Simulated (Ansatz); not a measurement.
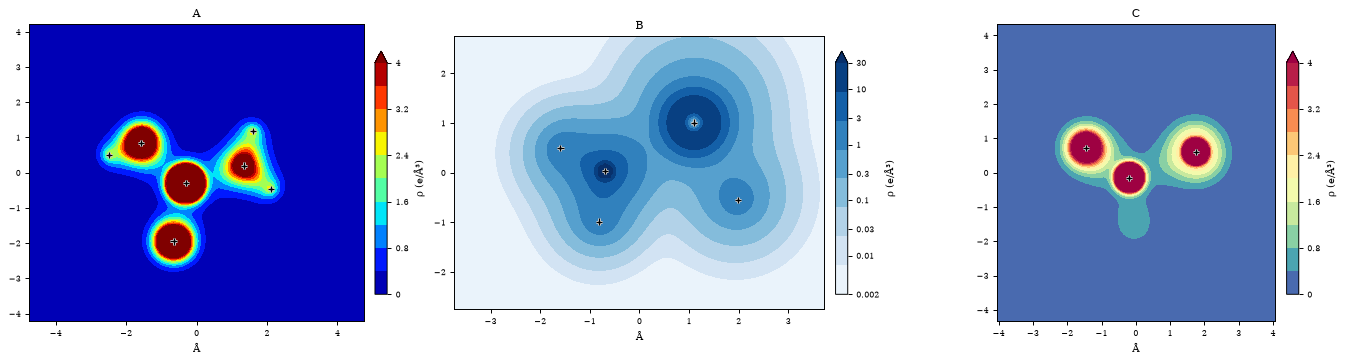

The total electron density of 3 systems, each on a plane through atoms (crosses mark nuclei in the plane).

Computed with Ansatz 0.2.0, isolated molecule in a Gaussian basis; Kohn-Sham density functional theory, functional PBE0.

System 1: H$_{3}$NSn (SMILES [NH2][SnH]), the molecular plane. Geometry: B3LYP-D3(BJ)/def2-SVP; core potentials replace the inner electrons of Sn.

```xyz
5

N     0.4659    0.8324   -0.4996
Sn   -0.6666    0.8780    1.1989
H    -1.7572   -0.3902    0.5392
H     0.2983    0.2349   -1.3053
H     1.2847    1.4184   -0.6434
```

System 2: FGeH$_{3}$NO (SMILES [NH2+]=[Ge]([OH])[F]) (charge +1), the molecular plane. Geometry: r2SCAN-D4/def2-SVP.

```xyz
7

F     1.5723   -1.5406   -0.9236
Ge    0.7970   -0.6185    0.2587
N    -0.6359    0.2361   -0.1637
O     1.4301   -0.5444    1.8329
H    -1.1411    0.8074    0.5144
H    -1.0251    0.1990   -1.1059
H     2.2449   -1.0456    2.0264
```

System 3: ClFH$_{3}$NOSi, the plane of atoms Cl1, Si5 and O4. Geometry: B3LYP-D3(BJ)/def2-SVP.

```xyz
8

Cl   -3.5583    0.2212    0.1477
F    -2.5898    2.6158   -1.2180
N    -1.4093    2.1555    1.0930
O    -0.6510    0.6095   -1.1233
Si   -1.9221    1.2734   -0.5871
H    -1.8597    1.7282    1.9075
H    -1.6296    3.1561    1.0816
H    -0.3942    2.0347    1.1703
```

> Match each panel to its system.

Panel A is system 2, FGeH$_{3}$NO: the plane holds F, Ge, N, O and H. Ge–F (1.69 Å): the density is about 1.1 e/Å³ at the midpoint. Panel B is system 1, H$_{3}$NSn: the plane holds N, Sn and H. Sn–N (2.04 Å): ρ at the midpoint is about 0.74 e/Å³. Panel C is system 3, ClFH$_{3}$NOSi: the plane holds Cl, O and Si. Si–O (1.53 Å): the density is about 1.5 e/Å³ at the midpoint.
